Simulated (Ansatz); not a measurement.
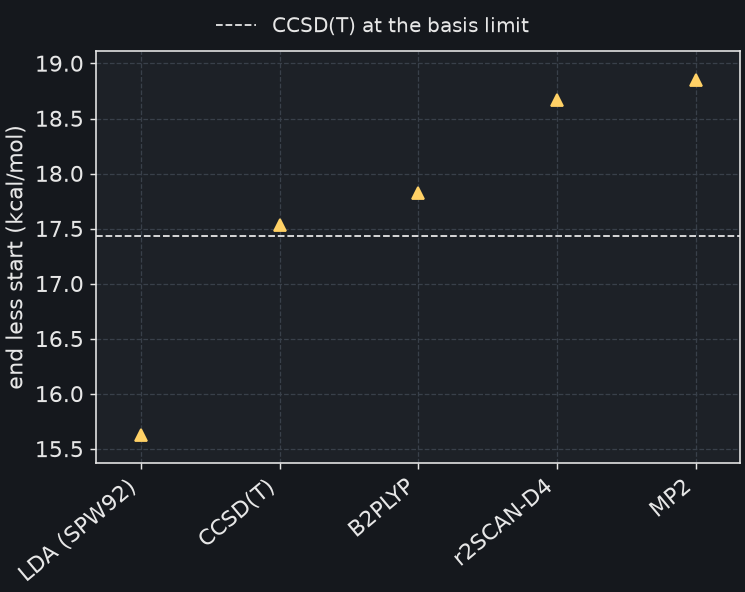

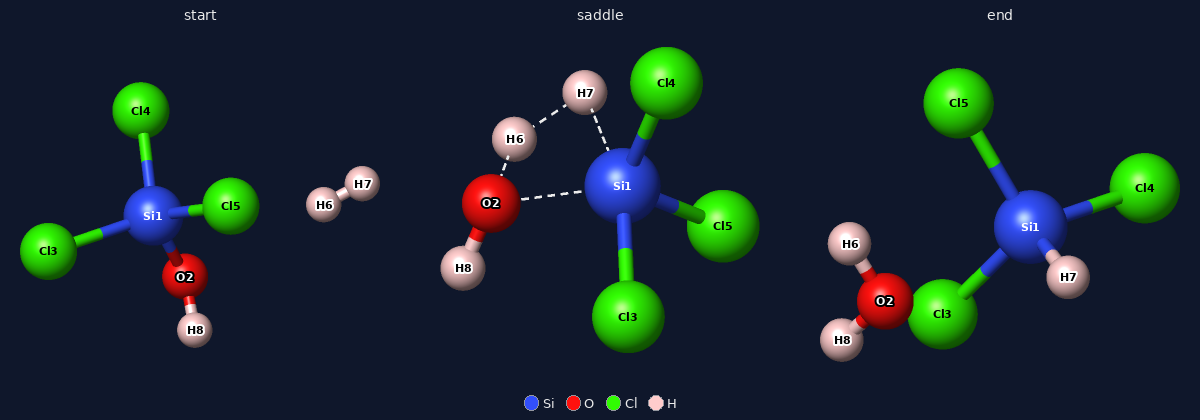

Energy change in one step of SiH₃OCl₃ at several levels. In the step Si1–H7 (4.11 → 1.67 → 1.46 Å) and O2–H6 (2.80 → 1.14 → 0.96 Å) form; Si1–O2 (1.62 → 1.80 → 3.09 Å) and H6–H7 (0.75 → 1.13 → 3.26 Å) break (lengths at start, saddle and end; changes of bond order aren't listed). Electronic energies at PBE0-D4/def2-TZVP geometries, energies in def2-TZVPP, the Ansatz code 0.2.0; cores frozen in correlated methods, no zero-point terms. Start and end are the structures at the ends of the path (complexes, where there are several molecules). The line is the MP2 basis limit plus CCSD(T) less MP2 in triple zeta. B2PLYP holds a correlation term that converges slowly with the basis, so part of the distance to the limit is basis error. No dispersion term is added to B2PLYP. The distance of CCSD(T) and MP2 to the limit includes basis error.

**Which level comes closest to the line (CCSD(T) at the basis limit), and which misses most?**

Closest CCSD(T) (17.5 kcal/mol), against 17.4 kcal/mol; farthest LDA (SPW92) (15.6 kcal/mol).

**What range do the values span, the line included?**

From 15.6 kcal/mol (LDA (SPW92)) to 18.9 kcal/mol (MP2).
